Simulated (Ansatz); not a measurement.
Electronic density of states of amorphous Ga₂₄O₃₉Lu₂, density 5.38 g/cm³, on a 2×2×2 Γ-centred mesh with a Gaussian width of 0.1 eV; energies count from the Fermi level, whose place inside the gap is arbitrary. Cell and mesh are small, so fine structure isn't converged. All values below come from PBE, scalar-relativistic without spin-orbit coupling (plane waves to 420 eV, PAW; Ansatz, a program for electronic structure). Sampling: a 2×2×2 Γ-centred mesh; Fermi-Dirac width 0.02 eV; no spin polarisation. At PBE the levels at the filled edge of the gap are localised (band-tail or defect states), and the nearest spread-out levels lie 2.2 eV apart at the zone centre.

Preparation: random packing, a CHGNet melt and quench, and a DFT relaxation. O atoms were pushed apart under 1.9 Å during the dynamics, to hinder bonds among them. The hot cell started wider than the set density and was brought back towards it in steps. It is the lowest in DFT energy of 2 quenches. It is a model cell: composition and starting density were chosen by hand, and all elements were melted together. No dispersion term was used. Its density started from a set value of 5.38 and ended at 5.38 g/cm³. The simulated quench (nominally 330 K/ps over its main leg) is rapid and tends to freeze in more defects than a deposited or slowly cooled glass has. Values belong to this one cell and scatter from quench to quench. The volume was held where the preparation left it and the shape relaxed, at a PBE pressure of 1.6 GPa. Stress components on the final sampling reach 1.6 GPa.

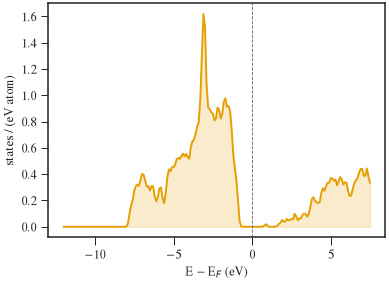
Fig. 1. Density of states per atom

The level gap on this mesh is 1.77 eV; the broadening fills part of it in the curve.
